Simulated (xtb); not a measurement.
Geometry relaxation of Si2F6 (part 3 of 3)

Si2F6, SMILES F[Si](F)(F)[Si](F)(F)F; GFN2-xTB (xtb 6.7.1 later snapshot). 

Geometry of the input (Å):
```
F  0.3482  -1.8573  1.2913
Si 0.7570  -0.8030  0.1697
F  0.9276  -1.6670  -1.0626
F  2.1495  -0.3471  0.4730
Si -0.7982  0.7864  -0.2017
F  -0.9948  1.8103  1.1408
F  -0.2786  1.9519  -1.2281
F  -2.3065  0.3444  -0.4320
```

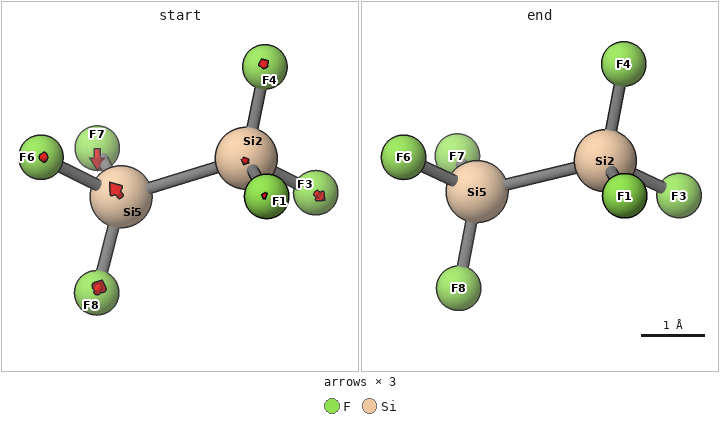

Before (left) and after (right) the relaxation, at one scale (ball-and-stick view, seen at a tilt). The red arrows give the displacements, magnified 3 times. The energy falls by 13.1 kcal/mol in 9 geometry steps. F7 moves most after the best rigid fit: 0.13 Å. By element the largest moves are F 0.13 Å, Si 0.12 Å. Distances before and after: Si5–F6 1.700 → 1.583 Å, Si2–F4 1.496 → 1.583 Å, Si2–F3 1.515 → 1.583 Å, Si5–F7 1.638 → 1.583 Å. Among the angles that change: F7–Si5–F8 114.1° → 104.2°, F6–Si5–F7 95.9° → 104.3°, Si2–Si5–F8 118.9° → 114.4°. (Atoms are counted from 1 in the order of the input.)

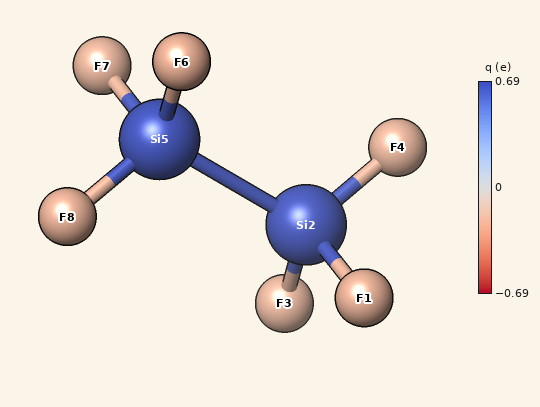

Mulliken charges, as the colour of each atom (ball-and-stick view, seen at a tilt; atoms are numbered from 1 in the order of the input). By element: F −0.22 and Si +0.66 e.
